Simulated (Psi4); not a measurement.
Run report: C2H9NSi, single-point calculation

System: C2H9NSi.
Method: B2PLYP/cc-pVTZ, RKS (Psi4 1.11).

The geometry comes from this level: PBE0-D4/def2-TZVP.

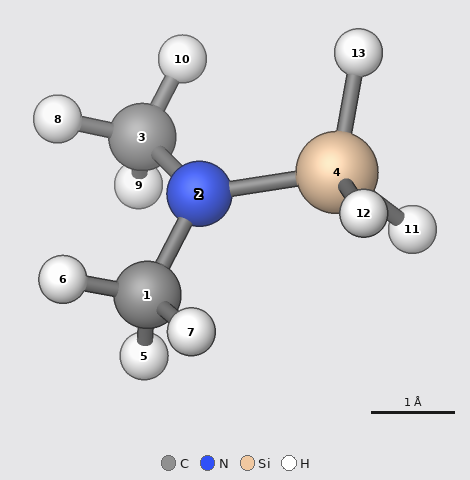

**Figure 1.** The input geometry (ball-and-stick view, seen at a tilt; atoms are numbered from 1 in the order of the input).

**The input (input.dat)**
```
memory 1600 MB

molecule m {
  C     -0.853400     1.051500    -0.567400
  N     -0.064300     0.101400     0.176900
  C      1.257300     0.576800     0.503700
  Si    -0.404400    -1.580400     0.101900
  H     -0.416100     1.292500    -1.548500
  H     -0.947500     1.991500    -0.009400
  H     -1.860700     0.663700    -0.735400
  H      1.197400     1.509100     1.079000
  H      1.870100     0.778300    -0.388400
  H      1.787100    -0.156700     1.115700
  H      0.068700    -2.275300    -1.137100
  H     -1.879700    -1.752300     0.167000
  H      0.265600    -2.234700     1.256700
  symmetry c1
}

set puream true
set scf_type df
set dft_radial_points 99
set dft_spherical_points 590
set num_frozen_docc 8

energy('b2plyp/cc-pVTZ')
```

Hardware: 1 thread of Intel Xeon (Granite Rapids), 64 GiB of memory available, shared host.

Run as:
```bash
psi4 -n 1 input.dat output.dat
```

**The program's output**
```
Psi4 1.11 release

   => Loading Basis Set <=

    Name: CC-PVTZ
    Role: ORBITAL
    Keyword: BASIS

         ---------------------------------------------------------
                                   SCF
                              RKS Reference
                        1 Threads,   1525 MiB Core
         ---------------------------------------------------------

  ==> Geometry <==

    Molecular point group: c1
    Full point group: C1

    Geometry (in Angstrom), charge = 0, multiplicity = 1:

       Center              X                  Y                   Z               Mass
    ------------   -----------------  -----------------  -----------------  -----------------
         C           -0.756373203371     1.363830832980    -0.625515919005    12.000000000000
         N            0.032726796629     0.413730832980     0.118784080995    14.003074004430
         C            1.354326796629     0.889130832980     0.445584080995    12.000000000000
         SI          -0.307373203371    -1.268069167020     0.043784080995    27.976926534650
         H           -0.319073203371     1.604830832980    -1.606615919005     1.007825032230
         H           -0.850473203371     2.303830832980    -0.067515919005     1.007825032230
         H           -1.763673203371     0.976030832980    -0.793515919005     1.007825032230
         H            1.294426796629     1.821430832980     1.020884080995     1.007825032230
         H            1.967126796629     1.090630832980    -0.446515919005     1.007825032230
         H            1.884126796629     0.155630832980     1.057584080995     1.007825032230
         H            0.165726796629    -1.962969167020    -1.195215919005     1.007825032230
         H           -1.782673203371    -1.439969167020     0.108884080995     1.007825032230
         H            0.362626796629    -1.922369167020     1.198584080995     1.007825032230

  Running in c1 symmetry.

  Rotational constants: A =      0.28248  B =      0.14920  C =      0.10549 [cm^-1]
  Rotational constants: A =   8468.53191  B =   4472.86750  C =   3162.38336 [MHz]
  Nuclear repulsion =  180.635291661471058

  Charge       = 0
  Multiplicity = 1
  Electrons    = 42
  Nalpha       = 21
  Nbeta        = 21

  ==> Algorithm <==

  SCF Algorithm Type is DF.
  DIIS enabled.
  MOM disabled.
  Fractional occupation disabled.
  Guess Type is SAD.
  Energy threshold   = 1.00e-06
  Density threshold  = 1.00e-06
  Integral threshold = 1.00e-12

  ==> Primary Basis <==

  Basis Set: CC-PVTZ
    Blend: CC-PVTZ
    Number of shells: 96
    Number of basis functions: 250
    Number of Cartesian functions: 279
    Spherical Harmonics?: true
    Max angular momentum: 3

  ==> DFT Potential <==

   => LibXC <=

    Version 7.1.2

   => Composite Functional: B2PLYP <=

    B2PLYP Double Hybrid Exchange-Correlation Functional

    Deriv               =              1
    GGA                 =           TRUE
    Meta                =          FALSE

    Exchange Hybrid     =           TRUE
    MP2 Hybrid          =           TRUE

   => Exchange Functionals <=

    0.4700     XC_GGA_X_B88

   => Exact (HF) Exchange <=

    0.5300               HF

   => Correlation Functionals <=

    0.7300     XC_GGA_C_LYP

   => MP2 Correlation <=

    0.2700       MP2

   => LibXC Density Thresholds  <==

    XC_GGA_C_LYP:  1.00E-14
    XC_GGA_X_B88:  1.00E-15

   => Molecular Quadrature <=

    Radial Scheme          =       TREUTLER
    Pruning Scheme         =           NONE
    Nuclear Scheme         =       TREUTLER

    Blocking Scheme        =         OCTREE
    BS radius alpha        =              1
    Pruning alpha          =              1
    Radial Points          =             99
    Spherical Points       =            590
    Total Points           =         713111
    Total Blocks           =           4989
    Max Points             =            256
    Max Functions          =            250
    Weights Tolerance      =       1.00E-15

   => Loading Basis Set <=

    Name: (CC-PVTZ AUX)
    Role: JKFIT
    Keyword: DF_BASIS_SCF

  ==> Integral Setup <==

  DFHelper Memory: AOs need 0.300 GiB; user supplied 0.300 GiB.
  SCF_SUBTYPE=INCORE selected. In-core MEM_DF algorithm will be used.
  Using in-core AOs.

  ==> MemDFJK: Density-Fitted J/K Matrices <==

    J tasked:                   Yes
    K tasked:                   Yes
    wK tasked:                   No
    Memory [MiB]:               306
    Algorithm:                 Core
    Schwarz Cutoff:           1E-12
    Mask sparsity (%):       2.9888
    Fitting Condition:        1E-10

   => Auxiliary Basis Set <=

  Basis Set: (CC-PVTZ AUX)
    Blend: CC-PVTZ-JKFIT
    Number of shells: 202
    Number of basis functions: 628
    Number of Cartesian functions: 748
    Spherical Harmonics?: true
    Max angular momentum: 4

  Cached 20.0% of DFT collocation blocks in 0.770 [GiB].

  Minimum eigenvalue in the overlap matrix is 1.0584052881E-03.
  Reciprocal condition number of the overlap matrix is 1.3481837468E-04.
    Using symmetric orthogonalization.

  ==> Pre-Iterations <==

  SCF Guess: Superposition of Atomic Densities via on-the-fly atomic UHF (no occupation information).

   -------------------------
    Irrep   Nso     Nmo
   -------------------------
     A        250     250
   -------------------------
    Total     250     250
   -------------------------

  ==> Iterations <==

                           Total Energy        Delta E     RMS |[F,P]|

   @DF-RKS iter SAD:  -424.91562452527228   -4.24916e+02   0.00000e+00
   @DF-RKS iter   1:  -425.21973138045325   -3.04107e-01   2.75385e-03 ADIIS/DIIS
   @DF-RKS iter   2:  -425.21926043622307    4.70944e-04   2.78548e-03 ADIIS/DIIS
   @DF-RKS iter   3:  -425.45049551085515   -2.31235e-01   4.11968e-04 ADIIS/DIIS
   @DF-RKS iter   4:  -425.45431058479318   -3.81507e-03   1.06802e-04 ADIIS/DIIS
   @DF-RKS iter   5:  -425.45462906756228   -3.18483e-04   2.59381e-05 DIIS
   @DF-RKS iter   6:  -425.45464818296142   -1.91154e-05   4.25995e-06 DIIS
   @DF-RKS iter   7:  -425.45464883900229   -6.56041e-07   5.86507e-07 DIIS
  Energy and wave function converged.

  ==> Post-Iterations <==

   Electrons on quadrature grid:
      Ntotal   =   42.0000004709 ; deviation = 4.709e-07

    Orbital Energies [Eh]
    ---------------------

    Doubly Occupied:

       1A    -67.238508     2A    -14.818436     3A    -10.637786
       4A    -10.637774     5A     -5.626569     6A     -3.880886
       7A     -3.880881     8A     -3.880223     9A     -1.028486
      10A     -0.815453    11A     -0.728675    12A     -0.610677
      13A     -0.528695    14A     -0.522856    15A     -0.517424
      16A     -0.457042    17A     -0.435732    18A     -0.412758
      19A     -0.395760    20A     -0.394362    21A     -0.278152

    Virtual:

      22A      0.063594    23A      0.096920    24A      0.102190
      25A      0.118808    26A      0.125709    27A      0.127687
      28A      0.145166    29A      0.157975    30A      0.171621
      31A      0.188911    32A      0.205626    33A      0.238615
      34A      0.242354    35A      0.261001    36A      0.263129
      37A      0.294009    38A      0.298398    39A      0.333426
      40A      0.341671    41A      0.367208    42A      0.380022
      43A      0.400769    44A      0.424636    45A      0.437617
      46A      0.449378    47A      0.465312    48A      0.509599
      49A      0.518668    50A      0.533734    51A      0.533781
      52A      0.540148    53A      0.548549    54A      0.563366
      55A      0.579691    56A      0.599454    57A      0.636701
      58A      0.668140    59A      0.704112    60A      0.728658
      61A      0.744913    62A      0.756238    63A      0.768548
      64A      0.809217    65A      0.835720    66A      0.876694
      67A      0.883472    68A      0.907787    69A      0.918423
      70A      0.974358    71A      0.992073    72A      1.005562
      73A      1.016571    74A      1.021138    75A      1.043674
      76A      1.069419    77A      1.074488    78A      1.091963
      79A      1.101930    80A      1.116282    81A      1.143758
      82A      1.152039    83A      1.160168    84A      1.175516
      85A      1.196223    86A      1.241701    87A      1.257975
      88A      1.261917    89A      1.279736    90A      1.314628
      91A      1.340074    92A      1.358454    93A      1.362063
      94A      1.388385    95A      1.396409    96A      1.402364
      97A      1.415368    98A      1.433936    99A      1.440369
     100A      1.465338   101A      1.501722   102A      1.502293
     103A      1.524849   104A      1.535860   105A      1.544371
     106A      1.595530   107A      1.618829   108A      1.643501
     109A      1.650842   110A      1.671926   111A      1.735942
     112A      1.739623   113A      1.912279   114A      1.924135
     115A      1.941870   116A      2.046680   117A      2.084772
     118A      2.355771   119A      2.369651   120A      2.408413
     121A      2.427500   122A      2.494319   123A      2.508873
     124A      2.555648   125A      2.575063   126A      2.681345
     127A      2.767095   128A      2.790414   129A      2.831353
     130A      2.833951   131A      2.863855   132A      2.870417
     133A      2.915812   134A      2.926697   135A      2.947764
     136A      2.959296   137A      3.006651   138A      3.023552
     139A      3.029808   140A      3.040645   141A      3.064779
     142A      3.108586   143A      3.128475   144A      3.136047
     145A      3.153252   146A      3.204637   147A      3.218940
     148A      3.234728   149A      3.264626   150A      3.283838
     151A      3.315138   152A      3.321912   153A      3.357974
     154A      3.376188   155A      3.379047   156A      3.438707
     157A      3.439025   158A      3.454265   159A      3.472362
     160A      3.510412   161A      3.517481   162A      3.526629
     163A      3.563080   164A      3.579276   165A      3.605207
     166A      3.608294   167A      3.626714   168A      3.640173
     169A      3.677221   170A      3.682269   171A      3.715649
     172A      3.732900   173A      3.735081   174A      3.753020
     175A      3.760804   176A      3.780459   177A      3.817344
     178A      3.826098   179A      3.856969   180A      3.857411
     181A      3.859233   182A      3.904298   183A      3.978895
     184A      3.990069   185A      4.024072   186A      4.031563
     187A      4.056267   188A      4.058295   189A      4.092089
     190A      4.119047   191A      4.129112   192A      4.158180
     193A      4.165832   194A      4.177529   195A      4.190208
     196A      4.197869   197A      4.247935   198A      4.264795
     199A      4.296048   200A      4.298819   201A      4.316164
     202A      4.341639   203A      4.379455   204A      4.382740
     205A      4.405661   206A      4.422384   207A      4.500419
     208A      4.528759   209A      4.561359   210A      4.584091
     211A      4.636319   212A      4.637182   213A      4.741515
     214A      4.764767   215A      4.807063   216A      4.817797
     217A      4.840113   218A      4.877067   219A      5.022163
     220A      5.029759   221A      5.111781   222A      5.150261
     223A      5.160643   224A      5.170849   225A      5.244746
     226A      5.283622   227A      5.311934   228A      5.316085
     229A      5.328258   230A      5.360885   231A      5.392992
     232A      5.448400   233A      5.496054   234A      5.539115
     235A      5.583715   236A      5.610387   237A      5.618769
     238A      5.693048   239A      5.723036   240A      5.864165
     241A      5.923398   242A      5.964108   243A      6.013339
     244A      6.017567   245A      6.047590   246A      6.147348
     247A      6.147732   248A      9.615955   249A     13.586806
     250A     13.872282

    Final Occupation by Irrep:
              A
    DOCC [    21 ]
    NA   [    21 ]
    NB   [    21 ]

  @DF-RKS Final Energy:  -425.45464883900229

   => Energetics <=

    Nuclear Repulsion Energy =            180.6352916614710580
    One-Electron Energy =                -942.2964099192581671
    Two-Electron Energy =                 356.3375304596600586
    DFT Exchange-Correlation Energy =     -20.1310610408751565
    Empirical Dispersion Energy =           0.0000000000000000
    VV10 Nonlocal Energy =                  0.0000000000000000
    Total Energy =                       -425.4546488390022887

Computation Completed

Properties will be evaluated at   0.000000,   0.000000,   0.000000 [a0]

Properties computed using the SCF density matrix

 Multipole Moments:

 ------------------------------------------------------------------------------------
     Multipole            Electronic (a.u.)      Nuclear  (a.u.)        Total (a.u.)
 ------------------------------------------------------------------------------------

 L = 1.  Multiply by 2.5417464519 to convert [e a0] to [Debye]
 Dipole X            :         -0.7730210            0.8914319            0.1184110
 Dipole Y            :         -2.0665702            2.4339578            0.3673875
 Dipole Z            :          0.6068962           -0.6775964           -0.0707002
 Magnitude           :                                                    0.3924198

 ------------------------------------------------------------------------------------

	total time  =         38 seconds =       0.63 minutes

   => Loading Basis Set <=

    Name: (CC-PVTZ AUX)
    Role: RIFIT
    Keyword: DF_BASIS_MP2

	 --------------------------------------------------------
	                          DF-MP2
	      2nd-Order Density-Fitted Moller-Plesset Theory
	              RMP2 Wavefunction,   1 Threads

	 --------------------------------------------------------

   => Auxiliary Basis Set <=

  Basis Set: (CC-PVTZ AUX)
    Blend: CC-PVTZ-RI
    Number of shells: 191
    Number of basis functions: 635
    Number of Cartesian functions: 774
    Spherical Harmonics?: true
    Max angular momentum: 4

	 --------------------------------------------------------
	                 NBF =   250, NAUX =   635
	 --------------------------------------------------------
	   CLASS    FOCC     OCC    AOCC    AVIR     VIR    FVIR
	   PAIRS       8      21      13     229     229       0
	 --------------------------------------------------------

	-----------------------------------------------------------
	 ==================> DF-MP2 Energies <====================
	-----------------------------------------------------------
	 Reference Energy          =    -425.4546488390022887 [Eh]
	 Singles Energy            =      -0.0000000000000000 [Eh]
	 Same-Spin Energy          =      -0.1813152438671828 [Eh]
	 Opposite-Spin Energy      =      -0.6644262392122900 [Eh]
	 Correlation Energy        =      -0.8457414830794728 [Eh]
	 Total Energy              =    -426.3003903220817392 [Eh]
	-----------------------------------------------------------
	 ================> DF-SCS-MP2 Energies <==================
	-----------------------------------------------------------
	 SCS Same-Spin Scale       =       0.3333333333333333 [-]
	 SCS Opposite-Spin Scale   =       1.2000000000000000 [-]
	 SCS Same-Spin Energy      =      -0.0604384146223943 [Eh]
	 SCS Opposite-Spin Energy  =      -0.7973114870547481 [Eh]
	 SCS Correlation Energy    =      -0.8577499016771424 [Eh]
	 SCS Total Energy          =    -426.3123987406794413 [Eh]
	-----------------------------------------------------------

    B2PLYP Energy Summary
    ---------------------
    DFT Reference Energy                  =  -425.4546488390022887
    Scaled MP2 Correlation                =    -0.2283502004314577
    @Final double-hybrid DFT total energy =  -425.6829990394337528

	total time  =          1 seconds =       0.02 minutes

    Psi4 run time: 0:00:38.77
```

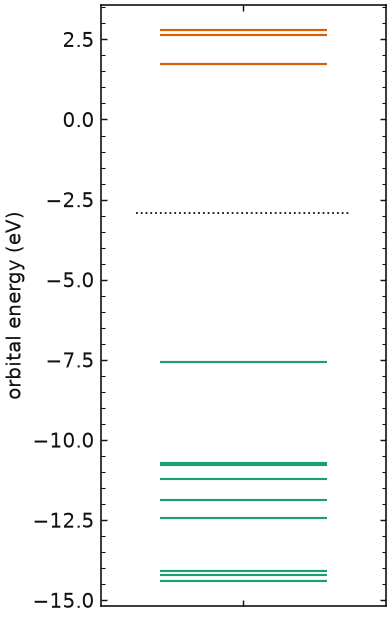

**Figure 2.** Orbital energies near the frontier; the dotted line parts filled from empty levels, and levels within 0.02 eV of each other stand side by side. Highest filled −7.57 eV, lowest empty 1.73 eV, 9.30 eV apart.

**Results in brief**

```csv
quantity,value
outcome,converged
total energy,−425.682999 hartree
SCF energy,−425.454649 hartree
basis functions,250
HOMO,−7.57 eV
LUMO,1.73 eV
wall time,40 s
peak memory,1.4 GiB
```
